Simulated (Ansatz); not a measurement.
**One shape, several levels: BH3 (SMILES [H]B([H])[H])**

Aim: a comparison of 6 runs (UHF/3-21G, wB97X/3-21G, UB3LYP/6-31G*, MP2/6-31G*, CCSD(T)/6-31G*, UCCSD(T)/6-31G*) of BH3. 

The results are computed with Ansatz 0.2.0.

69 further runs of the same task are left out: 2 that didn't finish, 67 set aside as unsound or not needed.

## Step 1: Starting point

BH3 has 4 atoms, charge 0, and is taken as a singlet. As SMILES, `[H]B([H])[H]`. The H4–B1 distance was set to 2.912 Å, away from the relaxed value. At this shape a bond of the SMILES string is far longer than usual.

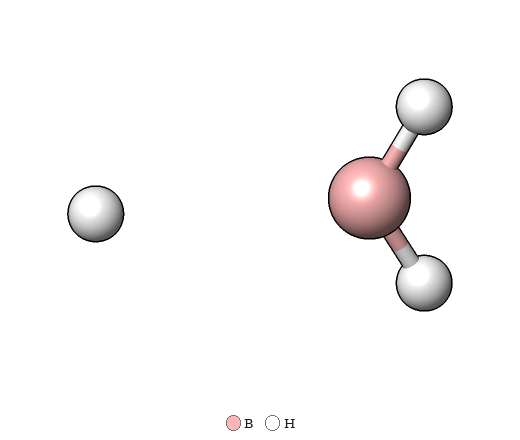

The structure, seen from a chosen angle (boron pink, hydrogen white).

## Step 2: The energy at UHF/3-21G (run 1)

Input file input.yaml:

```yaml
crystal:
  periodic: [false, false, false]
  atoms:
    - symbol: B
      position_ang: [0.913050, 1.489755, -0.010655]
    - symbol: H
      position_ang: [2.076860, 1.459405, 0.006025]
    - symbol: H
      position_ang: [0.357650, 2.513135, -0.027905]
    - symbol: H
      position_ang: [-0.608600, -0.993120, 0.004770]
basis:
  gaussian:
    orbitals: 3-21G.json
magnetization:
  spin_polarized: true
  initial_magnetization: 0
hamiltonian:
  xc: hf
accuracy: high
```

The basis set 3-21G is read from a file made from the Basis Set Exchange's data (not shown).

The run is started by

```
$ ansatz run input.yaml --threads 1 --pin off --max-ram 2610MiB --events-out events.jsonl --progress --plain --runs-dir runs
```

Output:

```text
Warning: RAYON_NUM_THREADS=1 ignored (pool sized by the plan → 1); use --threads N
Functional definition: HF
  name "HF"
  exchange = exact_x
  correlation = 0
287 factors; integrals over basis functions are off by at most 3.3e-9 eV
mean field evaluation 1: about -706.0554 eV, gradient 1.1e1 eV
mean field evaluation 2: about -706.0463 eV, gradient 1.1e1 eV
mean field evaluation 4: about -707.7927 eV, gradient 1.1e0 eV
mean field evaluation 8: about -707.8099 eV, gradient 3.6e-4 eV
mean field evaluation 16: about -710.2111 eV, gradient 4.1e-1 eV
mean field evaluation 32: about -710.2100 eV, gradient 1.9e-8 eV
mean field -710.21001166 eV, -26.0997365307 hartree, gradient 1.2e-8 eV, S^2 0.941071; 2 other end points of the search recorded, 0 dependent functions left out
reference -710.21001166 eV, -26.0997365307 hartree; 4, 4 occupied and 11, 11 virtual orbitals, 287 factors
Total energy: -710.21001166 eV, -26.0997365307 hartree
```

Run time: 0.1 s. Hardware: 1 thread of Arm Neoverse V1, shared host.

## Step 3: The energy at wB97X/3-21G (run 2)

Input file job.yaml:

```yaml
crystal:
  periodic: [false, false, false]
  atoms:
    - {symbol: B, position_ang: [0.913050, 1.489755, -0.010655]}
    - {symbol: H, position_ang: [2.076860, 1.459405, 0.006025]}
    - {symbol: H, position_ang: [0.357650, 2.513135, -0.027905]}
    - {symbol: H, position_ang: [-0.608600, -0.993120, 0.004770]}
basis:
  gaussian:
    orbitals: 3-21G.json
hamiltonian:
  xc: {name: wB97X}
accuracy: high
```

The basis set 3-21G is read from a file made from the Basis Set Exchange's data (not shown).

The run is started by

```
$ ansatz run job.yaml --threads 1 --pin off --max-ram 2610MiB --events-out events.jsonl --progress --plain --runs-dir runs
```

Output (excerpt; [...] marks lines left out):

```text
Warning: RAYON_NUM_THREADS=1 ignored (pool sized by the plan → 1); use --threads N
Functional definition: wB97X
  name "wB97X"
[...]
      + exact_x_lr(omega)
[...]
      + integral(e_c_pw_opposite_spin*poly(b97_u_opposite, 1, cos1, cos2, cos3, cos4))
287 factors; integrals over basis functions are off by at most 3.3e-9 eV
144 factors; integrals over basis functions are off by at most 1.6e-9 eV
[...]
mean field -713.82755607 eV, -26.2326788359 hartree, gradient 3.4e-8 eV, S^2 0.000000; 0 other end points of the search recorded, 0 dependent functions left out
reference -713.82755431 eV, -26.2326787712 hartree; 4, 4 occupied and 11, 11 virtual orbitals, 287 factors
Total energy: -713.82755431 eV, -26.2326787712 hartree
```

Run time: 2.1 s. Hardware: 1 thread of Arm Neoverse V1, shared host; peak memory 0.15 GiB.

Runs 3 to 5 aren't shown in full; the table further down has their settings and results.

## Step 4: The energy at UCCSD(T)/6-31G(d) (spherical functions) (run 6)

Input file run.yaml:

```yaml
crystal:
  periodic: [false, false, false]
  atoms:
    - {symbol: B, position_ang: [0.913050, 1.489755, -0.010655]}
    - {symbol: H, position_ang: [2.076860, 1.459405, 0.006025]}
    - {symbol: H, position_ang: [0.357650, 2.513135, -0.027905]}
    - {symbol: H, position_ang: [-0.608600, -0.993120, 0.004770]}
basis:
  gaussian: {orbitals: 6-31G_st_-spherical.json}
magnetization: {spin_polarized: true}
correlation: {method: ccsd_t, frozen_orbitals: {B: 1, H: 0}}
accuracy: high
scf: {omitted_lower_state_checks: [cluster_reference, increment]}
```

The basis set 6-31G* is read from a file made from the Basis Set Exchange's data (not shown).

The run is started by

```
$ ansatz run run.yaml --threads 1 --pin off --max-ram 2610MiB --events-out events.jsonl --progress --plain --runs-dir runs
```

Output:

```text
Warning: RAYON_NUM_THREADS=1 ignored (pool sized by the plan → 1); use --threads N
[... 13 lines left out ...]
1 core orbitals not correlated: weight in the atoms' cores, before any rotation towards them, 1.000 or more for the frozen orbitals, at most 0.000 for the correlated occupied ones
[... 39 lines left out ...]
Total energy: -716.33731461 eV, -26.3249107611 hartree
Checks for a lower state left out: cluster_reference, increment
```

Wall time 0.28 s (1 thread of Arm Neoverse V1, shared host).

## Step 5: Overview of the runs

```
run                                  level  frozen core orbitals  energy (Eh)  wall time
  1                              UHF/3-21G                     –   -26.099737      0.1 s
  2                            wB97X/3-21G                     –   -26.232679      2.1 s
  3    UB3LYP/6-31G* (spherical functions)                     –   -26.443243      2.2 s
  4       MP2/6-31G* (spherical functions)                     1   -26.263152     0.12 s
  5   CCSD(T)/6-31G* (spherical functions)                     1   -26.329592     0.16 s
  6  UCCSD(T)/6-31G* (spherical functions)                     1   -26.324911     0.28 s
```

## Step 6: Outcome

| quantity | value |
| --- | --- |
| run 6: total energy | -26.32491 Eh |
| run 6: correlation energy (1 core orbital frozen) | -75.9 mEh |
| run 6: (T) correction | -2.42 mEh |
| run 6: ⟨S²⟩ of the reference determinant | 0.941 |
| run 6: T1 diagnostic | 0.040 |

In words: Totals of different functionals can't be ranked against each other. In run 5 the T1 diagnostic is large, so a single reference may not serve. In runs 4, 5 the log says that unrestricted orbitals would lower the reference, so the values rest on an unstable closed-shell determinant (other closed-shell runs at this shape may share the fault). Spin contamination of the reference: run 6 ⟨S²⟩ = 0.94, run 1 ⟨S²⟩ = 0.94, run 3 ⟨S²⟩ = 0.78. Where it is this large, the reference is a mixture of spin states, and values that rest on it are in doubt. All runs together took 5 s, the longest 2.2 s.
